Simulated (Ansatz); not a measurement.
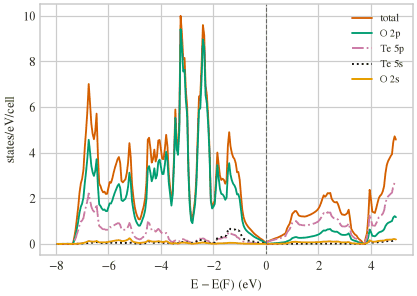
Figure: Total and projected density of states of TeO₂ in space group Aea2 (No. 41; Te on 4a, O on 8b), r²SCAN+D4 in the plane-wave PAW code Ansatz

Question: Which orbitals carry the states next to the Fermi level?

Answer: Within 0.5 eV of the Fermi level: O 2p 46 %, Te 5p 38 %, Te 5s 12 %. Projections are on Löwdin-orthogonalised atomic valence shells; empty p or d shells of many metals are not among them.

Question: Where is the tallest occupied peak in this window, and what makes it?

Answer: Near -3.2 eV, about 10 states/eV per cell; the largest projected share is O 2p.

The start of the workflow was typed in or built on a structure type; neither database checked (COD, Materials Project) lists it. COD files the formula under space group No. 19, 61, 92, 136. Whether it is the stable phase at ambient conditions was not checked. The r²SCAN+D4 relaxation kept the symmetry of its start; whether a distortion lowers the energy is not shown. The volume moved by -58 % from the start of the relaxation. A small band overlap can be real or an error of a semilocal functional. Spin–orbit coupling is left out wherever it is not named.

Potentials: the earlier of the program's two PAW sets.
